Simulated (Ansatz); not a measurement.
# A substitution series on C: H to CH3

On one C centre that keeps Cl, n of the H ligands are replaced by CH3. The dipole moment y in D at wB97M-V/def2-TZVPP. Shapes, held fixed at every level: PBE0-D4/def2-TZVP. Programs: Ansatz 0.2.0.

| molecule | n | y (D) |
| --- | --- | --- |
| CH3Cl | 0 | 1.88 |
| C2H5Cl | 1 | ? |
| C3H7Cl | 2 | 2.12 |
| C4H9Cl | 3 | 2.16 |

Problem. Fit y = c + s·n to the known rows and predict C2H5Cl.

Solution. 
1. Means of the 3 rows: n = 1.66667, y = 2.053.
2. Σ(Δn)² = 4.6667, Σ(Δn·Δy) = 0.45333, so the slope is 0.45333/4.6667 = 0.097141.
3. Intercept: 2.053 − (0.097141) × 1.66667 = 1.891. The largest residual of the fit is 0.035.
4. C2H5Cl: 1.891 + (0.097141) × 1 = 1.99 D.

The run gave 2.04 D, so the prediction is off by -0.05 D, more than the scatter of the fit. The steps per swap are uneven (+0.16, +0.08, +0.04), so a line is a poor model. Dipoles add as vectors. The measured value for C2H5Cl is 2.05 D (NIST CCCBDB). Other levels give for C2H5Cl: PBE-D4/def2-TZVPP 1.98; r2SCAN-D4/def2-TZVPP 2.10; B3LYP-D4/def2-TZVPP 2.04 D.

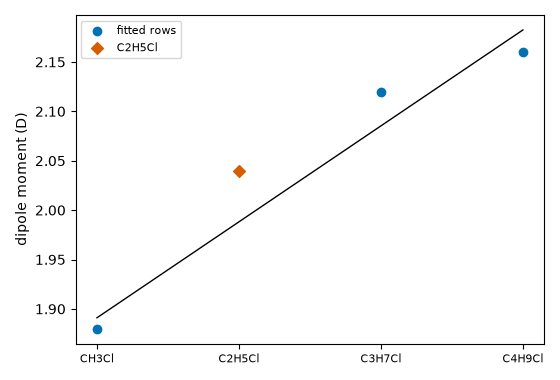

The fitted line, with the withheld member.
